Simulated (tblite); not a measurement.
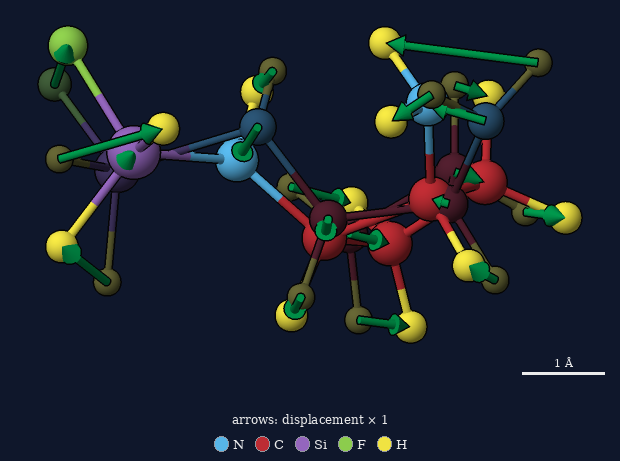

A relaxation of C4H11FN2Si. The starting structure is drawn faded, the final one solid; green arrows show the displacements, at their true length. The two geometries are superimposed by the best rigid fit.

A ball-and-stick model, seen from a free direction.

Computed with GFN2-xTB geometry optimisation, gas phase (tblite). 

Question: Which element moves most?

Answer: Hydrogen: up to 1.90 Å, against 1.27 Å for fluorine.

Question: What happened in the run?

Answer: The atom that moves furthest after the best rigid fit is an H atom (1.90 Å). Largest moves by element: H 1.90 Å, F 1.27 Å, N 0.96 Å, C 0.66 Å, Si 0.63 Å. Among the contacts that change: N–Si 1.815 → 1.708 Å, F–Si 1.691 → 1.609 Å, C–C 1.498 → 1.572 Å, H–N 1.062 → 1.010 Å. Among the angles between lasting bonds that change: C–N–Si 108.9° → 125.3°, Si–N–H 104.3° → 118.1°, N–Si–H 108.3° → 117.6°. After 176 geometry steps the energy has fallen by 1.395 eV.
